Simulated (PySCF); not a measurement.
Vertical excitations of a molecule CH₆ClNSi from PySCF with TDA-LC-ωPBE/def2-SVPD, as energy in eV (oscillator strength): 7.55 (0.055), 8.58 (0.031), 8.69 (0.088), 8.90 (0.025), 8.94 (0.004), 8.99 (0.018), 9.20 (0.153), 9.22 (0.064), 9.49 (0.058), 9.68 (0.024). Lowest triplet (TDA): 7.05 eV. Geometry optimised at B3LYP-D3(BJ)/def2-SVP. Other conformers were not sampled.

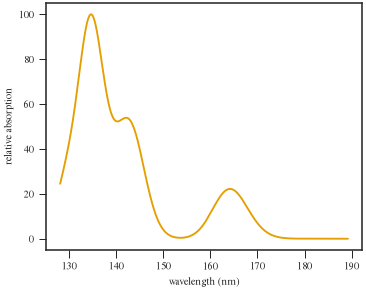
Fig. 1. The lines broadened by 0.4 eV.

Problem. Which structure fits?
A. C[SiH](N)Cl
B. CN[SiH2]Cl
C. NC[SiH2]Cl

Solution. A, C[SiH](N)Cl
